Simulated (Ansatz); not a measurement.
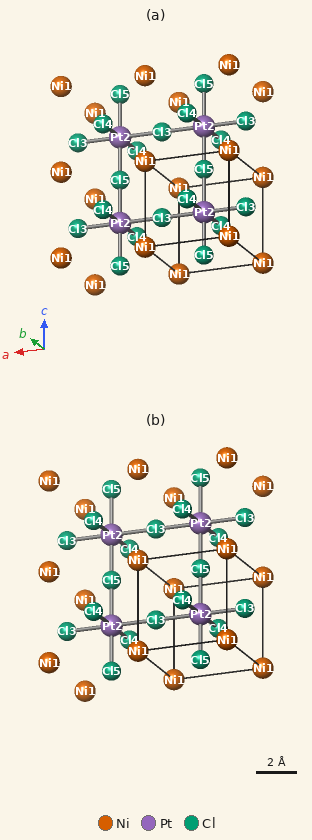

The structure of solid NiPtCl3 (built on the cubic perovskite type) (coarse preliminary run) before (top) and after (bottom) a relaxation, at one scale.

Style: ball-and-stick. Shown: the cell of the calculation, repeated 2 × 1 × 2 with one cell outlined, from a free direction.

Case: cubic perovskite type (Pm-3m, No. 221).

Theory: DFT PBE, scalar-relativistic, plane waves, PAW in Ansatz 0.2.0.

Input file:
```yaml
crystal:
  lattice:
    - [4.5991863815, 0.0, 0.0]
    - [0.0, 4.5991863815, 0.0]
    - [0.0, 0.0, 4.5991863815]
  atoms:
    - { symbol: Ni, position: [0.0, 0.0, 0.0], spin: 1.01 }
    - { symbol: Pt, position: [0.5, 0.5, 0.5] }
    - { symbol: Cl, position: [0.0, 0.5, 0.5] }
    - { symbol: Cl, position: [0.5, 0.0, 0.5] }
    - { symbol: Cl, position: [0.5, 0.5, 0.0] }
basis:
  ecutwfc: 420
kpoints:
  mp_grid: { grid: [4, 4, 4] }
hamiltonian:
  xc: pbe
scf:
  occupations: { method: gaussian, width: 0.1 }
  lower_state_search: "off"
output:
  forces: true
  stress: true
  eigenvalues: true
  populations: true
magnetization:
  spin_polarized: true
relax:
  adjacent_minimum: "off"
  f_tol: 0.04
  max_steps: 70
  cell: { stress_tol: 0.4 }
```

Run as
```bash
ansatz run input.yaml --threads 1 --pin off --max-ram 2560MiB --backend cpu --events-out ev --progress --plain --runs-dir out
```

Describe what moved and what it gained.

Over 3 accepted moves (4 points after the start) the energy falls by 135 meV per atom. All forces vanish by symmetry, so only the cell relaxes. The pressure goes from 13.68 to 0.09 GPa. At 1 point the geometry stayed and the basis and grid were re-selected for the new cell (energy shift of 0.7 meV per atom at most each time). No atom moves by more than 0.005 Å relative to the cell. The volume changes by +19.0 %, with a = b = c 4.599 → 4.874 Å (+6.0 %). Among the contacts that change: Pt2–Cl3 2.300 → 2.437 Å. The space group stays Pm-3m (No. 221). The run may lie on a higher electronic state than the lowest, so the end point isn't shown to be the ground-state structure. The run took 47 s on 1 thread of Arm Neoverse V1, on a shared host, peak memory 0.42 GiB.
